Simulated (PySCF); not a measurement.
# C₂H₇NOSi: electronic excitations at several levels of theory

Aim: compute the electronic excitations of C₂H₇NOSi (`CO/C=N\[SiH3]`) at several levels, and see how far they spread and what each costs.

Computed with PySCF 2.14.0, with density-fitted response routines of our own, on a single molecule in the gas phase. Atoms are numbered from 0 throughout.

## 1. The starting structure

12 atoms, charge 0, multiplicity 1; geometry from: GFN2-xTB. The atoms were then displaced at random by about 0.01 Å, so the start is not that level's minimum.

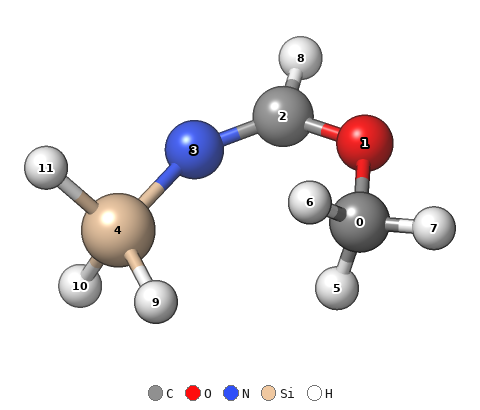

As it starts; carbon grey, oxygen red, nitrogen blue, silicon light orange, hydrogen white, atoms numbered.

## 2. Optimising the geometry at PBE0-D3(BJ)/def2-SVP

What the job is given:

```
{"job": {"xc": "PBE0", "basis": "def2-SVP", "d3": "d3bj", "grid": 1, "shake": 0.01, "kind": "geom"}, "charge": 0, "multiplicity": 1}
C     -1.375210    -0.838240     0.510710
O     -1.662890     0.552010     0.276020
C     -0.678110     1.345550    -0.137420
N      0.571760     1.113590    -0.368420
Si     1.777420    -0.065050    -0.429240
H     -0.648060    -0.933910     1.286900
H     -1.033820    -1.300690    -0.406120
H     -2.324790    -1.246210     0.817180
H     -1.056230     2.365850    -0.229160
H      1.498030    -1.456480    -0.023030
H      2.772980     0.477070     0.506950
H      2.198610    -0.041760    -1.813370
```

Run with:

```console
$ OMP_NUM_THREADS=1 python probes_run.py task.json out
```

One launch serves the whole session: the jobs run in the order shown.

What it wrote:

```text
step   0  E = -499.26545847  max force = 0.072525
step   1  E = -499.27307959  max force = 0.009549
step   2  E = -499.27305024  max force = 0.008068
step   3  E = -499.27377813  max force = 0.003886
step   4  E = -499.27390229  max force = 0.002652
step   5  E = -499.27397784  max force = 0.002316
step   6  E = -499.27407130  max force = 0.001494
step   7  E = -499.27408298  max force = 0.000936
step   8  E = -499.27408500  max force = 0.000148
optimisation converged
```

Run time: 32 s. Hardware: 1 thread of Arm Neoverse V2, shared host; peak memory 0.45 GiB.

Along the way:

| step | energy from step 0 (eV) | largest force component (eV/Å) |
| --- | --- | --- |
| 0 | 0.0000 | 3.7294 |
| 1 | -0.2074 | 0.4910 |
| 2 | -0.2066 | 0.4149 |
| 3 | -0.2264 | 0.1998 |
| 4 | -0.2298 | 0.1364 |
| 5 | -0.2318 | 0.1191 |
| 6 | -0.2344 | 0.0768 |
| 7 | -0.2347 | 0.0481 |
| 8 | -0.2347 | 0.0076 |

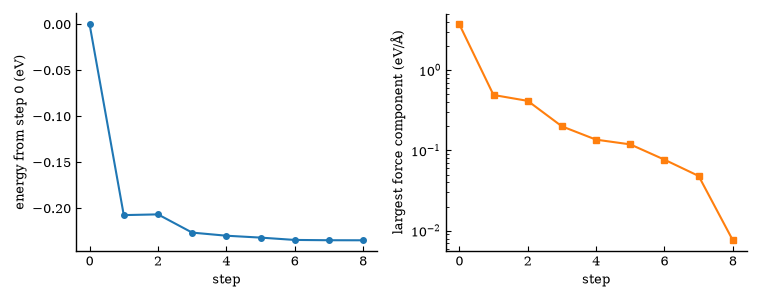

Energy and largest force along the relaxation.

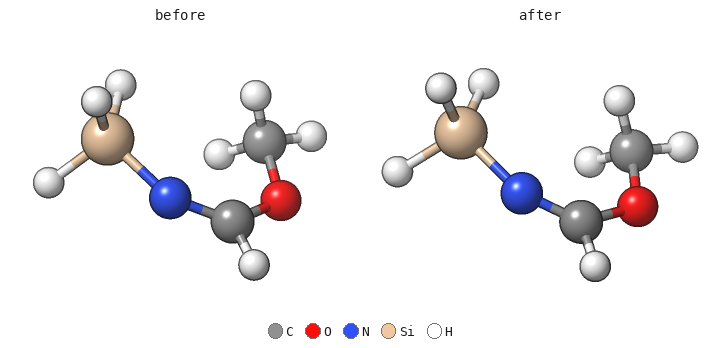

The geometry before (left) and after (right).

Close pairs (by a distance rule), those that changed most:

| bond | before (Å) | after (Å) | change (Å) |
| --- | --- | --- | --- |
| Si4–H11 | 1.447 | 1.493 | +0.046 |
| C2–N3 | 1.292 | 1.250 | -0.042 |
| C0–H5 | 1.068 | 1.102 | +0.034 |
| C0–O1 | 1.439 | 1.410 | -0.029 |
| Si4–H9 | 1.476 | 1.504 | +0.027 |
| N3–Si4 | 1.687 | 1.711 | +0.023 |
| Si4–H10 | 1.470 | 1.494 | +0.023 |
| C0–H6 | 1.082 | 1.102 | +0.020 |

The final coordinates are the input of the step that follows.

| at the end point | value |
| --- | --- |
| rotational constants (GHz, main isotopes) | 8.366, 2.391, 1.924 |
| dipole moment (D) | 1.67 |

## 3. TDDFT and polarisability: PBE0/def2-TZVP

What the job is given:

```
{"job": {"kind": "uv", "xc": "PBE0", "basis": "def2-TZVP"}, "charge": 0, "multiplicity": 1}
C     -1.508698    -0.552640     0.587105
O     -1.586536     0.829669     0.319198
C     -0.491522     1.432540    -0.160253
N      0.631508     0.944022    -0.410123
Si     1.770901    -0.330077    -0.478600
H     -0.740601    -0.771037     1.346472
H     -1.270706    -1.123686    -0.324785
H     -2.493403    -0.854585     0.963130
H     -0.731364     2.499153    -0.316160
H      1.283235    -1.690103    -0.062002
H      2.916209     0.024470     0.412069
H      2.259544    -0.443552    -1.885056
```

Level: TDDFT PBE0/def2-TZVP, vertical, gas phase, core orbitals frozen in the response.

What it wrote:

```text
coarse grid: 10288 points
cycle   1  E = -499.5451637823  dE =  4.824e-01  |g| = 6.018e-01  |ddm| = 2.477e+00
cycle   2  E = -499.4615705345  dE =  8.359e-02  |g| = 8.885e-01  |ddm| = 8.930e-01
cycle   3  E = -499.6120651345  dE = -1.505e-01  |g| = 8.577e-02  |ddm| = 5.758e-01
cycle   4  E = -499.6127174728  dE = -6.523e-04  |g| = 6.716e-02  |ddm| = 8.393e-02
cycle   5  E = -499.6135981652  dE = -8.807e-04  |g| = 1.052e-02  |ddm| = 4.131e-02
cycle   6  E = -499.6136165958  dE = -1.843e-05  |g| = 2.762e-03  |ddm| = 6.798e-03
cycle   7  E = -499.6136185054  dE = -1.910e-06  |g| = 5.921e-04  |ddm| = 2.435e-03
final grid: 94152 points
cycle   8  E = -499.6069088568  dE = -4.415e-05  |g| = 1.059e-02  |ddm| = 5.644e-02
cycle   9  E = -499.6068743043  dE =  3.455e-05  |g| = 1.736e-02  |ddm| = 1.422e-02
cycle  10  E = -499.6069277959  dE = -5.349e-05  |g| = 2.539e-03  |ddm| = 9.491e-03
cycle  11  E = -499.6069292645  dE = -1.469e-06  |g| = 3.612e-04  |ddm| = 1.689e-03
cycle  12  E = -499.6069292845  dE = -1.997e-08  |g| = 1.828e-04  |ddm| = 3.006e-04
cycle  13  E = -499.6069292911  dE = -6.616e-09  |g| = 3.057e-05  |ddm| = 1.292e-04
cycle  14  E = -499.6069292913  dE = -1.937e-10  |g| = 5.407e-06  |ddm| = 2.564e-05
converged SCF energy = -499.6069292913

Static polarisability (au): isotropic 63.094, principal 48.761 61.632 78.891

Singlet excitations
state   eV       nm        f      main configurations
  1   4.9799    249.0   0.00260   H->L 0.98
  2   6.5811    188.4   0.01943   H->L+1 0.98
  3   7.0244    176.5   0.25542   H-1->L 0.91
  4   7.3589    168.5   0.00061   H->L+2 0.94
  5   7.4645    166.1   0.00262   H-1->L+1 0.97
  6   7.6291    162.5   0.07028   H->L+3 0.88
  7   7.8566    157.8   0.05963   H->L+4 0.87
  8   8.0741    153.6   0.00085   H-2->L 0.89
  9   8.3923    147.7   0.03627   H->L+5 0.45, H-1->L+2 0.17, H-3->L 0.14
 10   8.4327    147.0   0.07108   H-1->L+2 0.54, H->L+5 0.28, H-1->L+3 0.08

Triplet excitations (Tamm-Dancoff, eV): 4.5368 5.0763 6.2491 7.1110
```

Run time: 22 s. Hardware: 1 thread of Arm Neoverse V2, shared host; peak memory 0.82 GiB.

The orbitals next to the gap, with their largest atomic shares:

| orbital | eV | atoms |
| --- | --- | --- |
| HOMO−3 | -9.77 | Si4 35 %, H11 17 %, H10 17 % |
| HOMO−2 | -9.61 | Si4 38 %, H9 20 %, N3 9 % |
| HOMO−1 | -8.04 | N3 28 %, O1 26 %, C2 13 % |
| HOMO | -7.19 | N3 52 %, Si4 15 %, C2 13 % |
| LUMO | -0.18 | C2 46 %, N3 21 %, Si4 16 % |
| LUMO+1 | 0.76 | Si4 69 %, H6 6 %, H5 6 % |
| LUMO+2 | 1.58 | Si4 56 %, H5 13 %, C0 8 % |

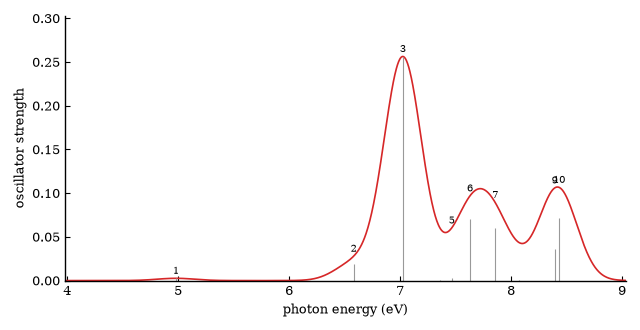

Absorption spectrum from the 10 singlet states computed; above the last one it falls off for lack of states. Lines are broadened to a width of 0.40 eV (Gaussian).

Further results of this job:

| property | computed |
| --- | --- |
| dipole moment (D) | 1.64 |
| polarisability (Å³) | 9.35 |
| HOMO–LUMO gap (eV) | 7.01 |
| −ε(HOMO) (eV) | 7.19 |

## 4. TDDFT and polarisability: PBE0/aug-cc-pVDZ

Settings changed since step 3:

```diff
@@ -1,2 +1,2 @@
-{"job": {"kind": "uv", "xc": "PBE0", "basis": "def2-TZVP"}, "charge": 0, "multiplicity": 1}
+{"job": {"kind": "uv", "xc": "PBE0", "basis": "aug-cc-pVDZ"}, "charge": 0, "multiplicity": 1}
 C     -1.508698    -0.552640     0.587105
```

Level: TDDFT PBE0/aug-cc-pVDZ, vertical, gas phase, core orbitals frozen in the response.

What it wrote:

```text
coarse grid: 10288 points
cycle   1  E = -499.4570440219  dE =  5.272e-01  |g| = 5.641e-01  |ddm| = 7.459e+00
cycle   2  E = -499.3766660726  dE =  8.038e-02  |g| = 8.411e-01  |ddm| = 1.824e+00
cycle   3  E = -499.5202576030  dE = -1.436e-01  |g| = 8.313e-02  |ddm| = 1.103e+00
cycle   4  E = -499.5210765858  dE = -8.190e-04  |g| = 6.168e-02  |ddm| = 1.844e-01
cycle   5  E = -499.5218492143  dE = -7.726e-04  |g| = 7.707e-03  |ddm| = 7.350e-02
cycle   6  E = -499.5218611980  dE = -1.198e-05  |g| = 2.102e-03  |ddm| = 1.822e-02
cycle   7  E = -499.5218624265  dE = -1.229e-06  |g| = 5.184e-04  |ddm| = 4.896e-03
final grid: 94152 points
cycle   8  E = -499.5331430934  dE = -2.458e-05  |g| = 9.933e-03  |ddm| = 1.387e-01
cycle   9  E = -499.5331093669  dE =  3.373e-05  |g| = 1.653e-02  |ddm| = 3.762e-02
cycle  10  E = -499.5331621334  dE = -5.277e-05  |g| = 2.462e-03  |ddm| = 2.060e-02
cycle  11  E = -499.5331635879  dE = -1.455e-06  |g| = 2.918e-04  |ddm| = 3.828e-03
cycle  12  E = -499.5331636026  dE = -1.473e-08  |g| = 1.458e-04  |ddm| = 6.551e-04
cycle  13  E = -499.5331636071  dE = -4.433e-09  |g| = 2.931e-05  |ddm| = 2.739e-04
cycle  14  E = -499.5331636072  dE = -1.930e-10  |g| = 4.732e-06  |ddm| = 7.307e-05
converged SCF energy = -499.5331636072

Static polarisability (au): isotropic 67.662, principal 52.744 66.719 83.524

Singlet excitations
state   eV       nm        f      main configurations
  1   4.9511    250.4   0.00268   H->L 0.97
  2   6.0322    205.5   0.00130   H->L+1 0.90
  3   6.5015    190.7   0.05710   H->L+2 0.76, H->L+4 0.13
  4   6.7089    184.8   0.00173   H->L+3 0.77, H->L+4 0.12
  5   6.7564    183.5   0.00028   H->L+5 0.89
  6   6.8411    181.2   0.03033   H->L+4 0.38, H->L+3 0.19, H-1->L 0.18
  7   6.8878    180.0   0.00057   H-1->L+1 0.91
  8   6.9579    178.2   0.23314   H-1->L 0.53, H->L+4 0.22, H->L+6 0.09
  9   7.2450    171.1   0.06849   H->L+6 0.81, H-1->L 0.11
 10   7.3800    168.0   0.00694   H-1->L+2 0.73, H-1->L+4 0.16

Triplet excitations (Tamm-Dancoff, eV): 4.5090 5.0610 5.9305 6.2068
```

It took 20 s on 1 thread of Arm Neoverse V2, shared host; peak memory 0.8 GiB.

In short: HOMO -7.15 eV, LUMO -0.23 eV; lowest singlet 4.95 eV.

## 5. TDDFT and polarisability: PBE0/def2-TZVPD

Settings changed since step 4:

```diff
@@ -1,2 +1,2 @@
-{"job": {"kind": "uv", "xc": "PBE0", "basis": "aug-cc-pVDZ"}, "charge": 0, "multiplicity": 1}
+{"job": {"kind": "uv", "xc": "PBE0", "basis": "def2-TZVPD"}, "charge": 0, "multiplicity": 1}
 C     -1.508698    -0.552640     0.587105
```

Method: TDDFT PBE0/def2-TZVPD, vertical, gas phase, core orbitals frozen in the response.

What it wrote:

```text
coarse grid: 10288 points
cycle   1  E = -499.5466606671  dE =  4.823e-01  |g| = 6.003e-01  |ddm| = 2.816e+00
cycle   2  E = -499.4614552345  dE =  8.521e-02  |g| = 8.917e-01  |ddm| = 1.060e+00
cycle   3  E = -499.6133674981  dE = -1.519e-01  |g| = 8.490e-02  |ddm| = 5.534e-01
cycle   4  E = -499.6139906230  dE = -6.231e-04  |g| = 6.703e-02  |ddm| = 9.107e-02
cycle   5  E = -499.6148674833  dE = -8.769e-04  |g| = 1.067e-02  |ddm| = 4.120e-02
cycle   6  E = -499.6148866269  dE = -1.914e-05  |g| = 2.563e-03  |ddm| = 9.348e-03
cycle   7  E = -499.6148882791  dE = -1.652e-06  |g| = 6.170e-04  |ddm| = 3.031e-03
final grid: 94152 points
cycle   8  E = -499.6081958035  dE = -5.111e-05  |g| = 1.064e-02  |ddm| = 2.534e-01
cycle   9  E = -499.6081610972  dE =  3.471e-05  |g| = 1.742e-02  |ddm| = 2.261e-02
cycle  10  E = -499.6082149104  dE = -5.381e-05  |g| = 2.579e-03  |ddm| = 1.005e-02
cycle  11  E = -499.6082164217  dE = -1.511e-06  |g| = 3.787e-04  |ddm| = 1.830e-03
cycle  12  E = -499.6082164437  dE = -2.204e-08  |g| = 1.965e-04  |ddm| = 6.358e-04
cycle  13  E = -499.6082164513  dE = -7.595e-09  |g| = 3.362e-05  |ddm| = 2.192e-04
cycle  14  E = -499.6082164515  dE = -2.368e-10  |g| = 6.157e-06  |ddm| = 4.739e-05
converged SCF energy = -499.6082164515

Static polarisability (au): isotropic 67.156, principal 52.396 66.165 82.908

Singlet excitations
state   eV       nm        f      main configurations
  1   4.9515    250.4   0.00237   H->L 0.98
  2   6.2234    199.2   0.00016   H->L+1 0.89
  3   6.6717    185.8   0.04878   H->L+2 0.85
  4   6.9223    179.1   0.17922   H-1->L 0.77, H->L+3 0.13
  5   7.0610    175.6   0.00073   H->L+5 0.91
  6   7.0764    175.2   0.00046   H-1->L+1 0.85
  7   7.2138    171.9   0.17799   H->L+3 0.65, H->L+4 0.13, H-1->L 0.10
  8   7.2960    169.9   0.01430   H->L+4 0.80, H->L+3 0.13
  9   7.5168    164.9   0.03930   H->L+6 0.83
 10   7.5408    164.4   0.00448   H-1->L+2 0.85

Triplet excitations (Tamm-Dancoff, eV): 4.5162 5.0618 6.0564 6.3989
```

Wall time 34 s (1 thread of Arm Neoverse V2, shared host); peak memory 0.98 GiB.

Key values: HOMO -7.22 eV, LUMO -0.26 eV; lowest singlet 4.95 eV.

## 6. TDDFT and polarisability: PBE0/6-31+G*

Settings changed since step 5:

```diff
@@ -1,2 +1,2 @@
-{"job": {"kind": "uv", "xc": "PBE0", "basis": "def2-TZVPD"}, "charge": 0, "multiplicity": 1}
+{"job": {"kind": "uv", "xc": "PBE0", "basis": "6-31+G*"}, "charge": 0, "multiplicity": 1}
 C     -1.508698    -0.552640     0.587105
```

Method: TDDFT PBE0/6-31+G*, vertical, gas phase, core orbitals frozen in the response.

What it wrote:

```text
coarse grid: 10288 points
cycle   1  E = -499.4843537491  dE =  5.040e-01  |g| = 5.523e-01  |ddm| = 3.230e+00
cycle   2  E = -499.4090034640  dE =  7.535e-02  |g| = 8.184e-01  |ddm| = 1.193e+00
cycle   3  E = -499.5460554925  dE = -1.371e-01  |g| = 7.955e-02  |ddm| = 7.446e-01
cycle   4  E = -499.5467904891  dE = -7.350e-04  |g| = 5.976e-02  |ddm| = 1.219e-01
cycle   5  E = -499.5475239941  dE = -7.335e-04  |g| = 7.118e-03  |ddm| = 5.278e-02
cycle   6  E = -499.5475340663  dE = -1.007e-05  |g| = 2.277e-03  |ddm| = 1.169e-02
cycle   7  E = -499.5475354776  dE = -1.411e-06  |g| = 4.374e-04  |ddm| = 3.347e-03
final grid: 94152 points
cycle   8  E = -499.4971398587  dE = -1.316e-05  |g| = 1.008e-02  |ddm| = 3.147e-02
cycle   9  E = -499.4971042906  dE =  3.557e-05  |g| = 1.687e-02  |ddm| = 1.979e-02
cycle  10  E = -499.4971597329  dE = -5.544e-05  |g| = 2.399e-03  |ddm| = 1.406e-02
cycle  11  E = -499.4971611448  dE = -1.412e-06  |g| = 2.490e-04  |ddm| = 2.401e-03
cycle  12  E = -499.4971611553  dE = -1.041e-08  |g| = 1.147e-04  |ddm| = 2.996e-04
cycle  13  E = -499.4971611580  dE = -2.755e-09  |g| = 2.015e-05  |ddm| = 1.130e-04
cycle  14  E = -499.4971611581  dE = -8.777e-11  |g| = 3.904e-06  |ddm| = 3.840e-05
converged SCF energy = -499.4971611581

Static polarisability (au): isotropic 60.257, principal 46.182 58.500 76.090

Singlet excitations
state   eV       nm        f      main configurations
  1   5.0413    245.9   0.00334   H->L 0.98
  2   6.2060    199.8   0.00025   H->L+1 0.92
  3   6.6916    185.3   0.06777   H->L+2 0.89
  4   6.9628    178.1   0.04124   H-1->L 0.46, H->L+3 0.37, H->L+4 0.12
  5   7.0797    175.1   0.00117   H-1->L+1 0.92
  6   7.1302    173.9   0.14528   H->L+3 0.56, H-1->L 0.25, H->L+6 0.10
  7   7.2000    172.2   0.00032   H->L+5 0.95
  8   7.3001    169.8   0.14586   H->L+4 0.75, H-1->L 0.12
  9   7.5721    163.7   0.00703   H-1->L+2 0.87
 10   7.6320    162.5   0.11643   H->L+6 0.81, H-1->L 0.11

Triplet excitations (Tamm-Dancoff, eV): 4.5890 5.1222 6.0556 6.4187
```

Wall time 10 s (1 thread of Arm Neoverse V2, shared host); peak memory 0.59 GiB.

This run: HOMO -7.19 eV, LUMO -0.16 eV; lowest singlet 5.04 eV.

## 7. Side by side: electronic excitations

Excitations and ground-state properties, with basis size and wall time:

| run | lowest singlet (eV) | brightest (eV) | f | gap (eV) | α (Å³) | μ (D) | functions | time |
| --- | --- | --- | --- | --- | --- | --- | --- | --- |
| PBE0/def2-TZVP | 4.98 | 7.02 | 0.255 | 7.01 | 9.35 | 1.64 | 203 | 22 s |
| PBE0/aug-cc-pVDZ | 4.95 | 6.96 | 0.233 | 6.92 | 10.03 | 1.57 | 182 | 20 s |
| PBE0/def2-TZVPD | 4.95 | 6.92 | 0.179 | 6.96 | 9.95 | 1.61 | 257 | 34 s |
| PBE0/6-31+G* | 5.04 | 7.30 | 0.146 | 7.04 | 8.93 | 1.68 | 108 | 10 s |

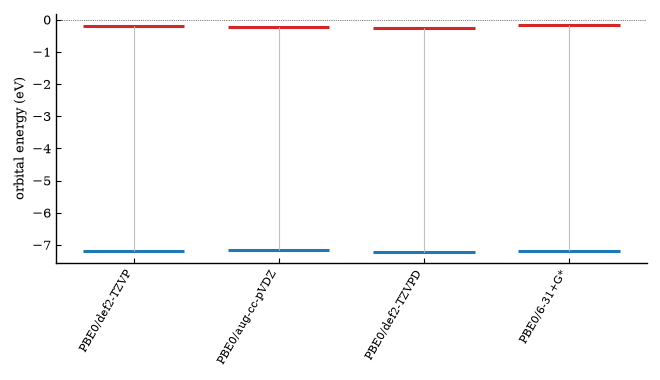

HOMO (blue) and LUMO (red) run by run.

## 8. Summary of results

| quantity | value |
| --- | --- |
| rotational constants (main isotopes) | 8.37, 2.39, 1.92 GHz |
| lowest singlet (PBE0/def2-TZVP) | 4.98 eV (249 nm), f = 0.003 |
| brightest single state of those computed | state 3, 7.02 eV, f = 0.255 |
| lowest triplet | 4.54 eV |
| range of the lowest singlet | 4.95 to 5.04 eV |

Single values in the summary come from the first run of each kind that ended normally (PBE0/def2-TZVP), which need not be the best level. Over 8 steps the energy fell by 0.235 eV; of the close pairs, Si4–H11 changed most, 1.447 to 1.493 Å. The first singlet state (HOMO→LUMO 0.98) lies at 4.98 eV and is weak; of the 10 states computed, the strongest absorption comes from state 3 at 7.02 eV. The lowest triplet lies 0.44 eV below the lowest singlet (triplets in Tamm-Dancoff, singlets in full TDDFT). The basis of PBE0/def2-TZVP has no diffuse functions, so Rydberg states are missing and the high states are unreliable. The lowest singlet runs from 4.95 eV (PBE0/aug-cc-pVDZ) to 5.04 eV (PBE0/6-31+G*), while the orbital gap spans 6.92 to 7.04 eV. The lowest state need not be the same one in every run.
